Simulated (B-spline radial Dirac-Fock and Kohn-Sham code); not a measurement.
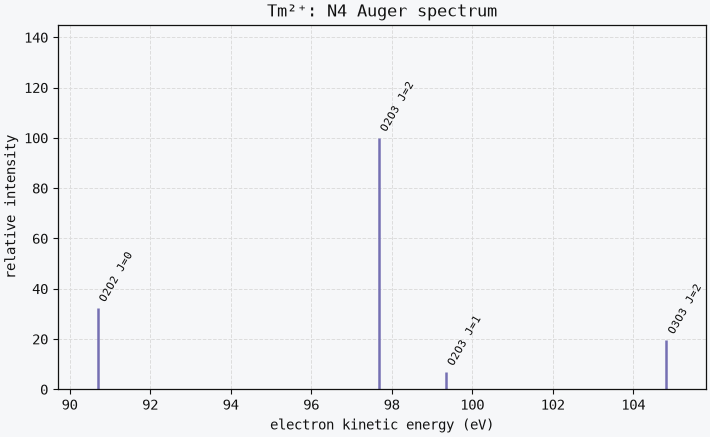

The Auger multiplet of an N4 hole with both final holes in O23, lines labelled by the leading pair of holes and J, as sticks. Kinetic energies count from the vacuum level; very weak lines are left out. Lines are named by their largest jj component, which in light atoms can differ from the customary names. System: thulium in charge state +2 (Tm²⁺) in the configuration [Xe] 4f13. The calculation used Dirac–Fock ΔSCF energies in intermediate coupling of the two holes, Coulomb rates, valence shells as spectators (a radial B-spline solver).

> How wide is the N4 level from this decay?

0.0232 eV from this multiplet.
